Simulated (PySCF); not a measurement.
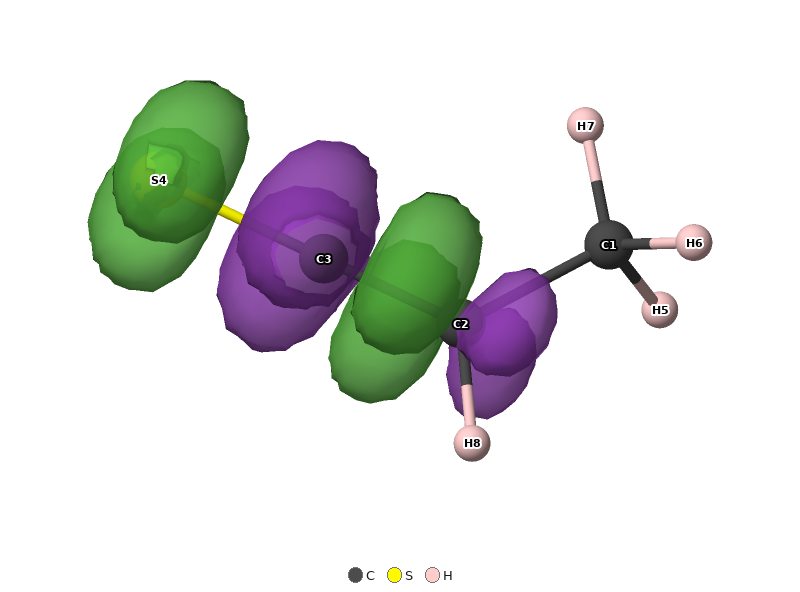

*C₃H₄S, SMILES `CC=C=S`. Unrelaxed difference density of T₃ less the ground state (TDA triplet states), ±0.03 e/Å³; purple: gain, green: loss.*

Level of theory: ωB97X/def2-SVPD (PySCF), at a geometry from GFN2-xTB. No frequency check shows the geometry to be a minimum. GFN2-xTB bond lengths at metals and heavier atoms can be off by up to 0.1 Å and shapes distorted, which carries into these values.

Q: How does the charge move on excitation?

A: 0.38 e is displaced in all, of which about 0.2 e passes between atoms: S4 (0.12 e) loses electrons and C3 (0.13 e) gains them. The state: 4.25 eV (292 nm), spin-forbidden from the singlet ground state, π → π*; the leading pair carries 99 %; hole on S4 (36 %), C2 (34 %) and C3 (20 %), electron on C3 (33 %), C2 (31 %) and S4 (24 %); their centroids lie 0.2 Å apart.
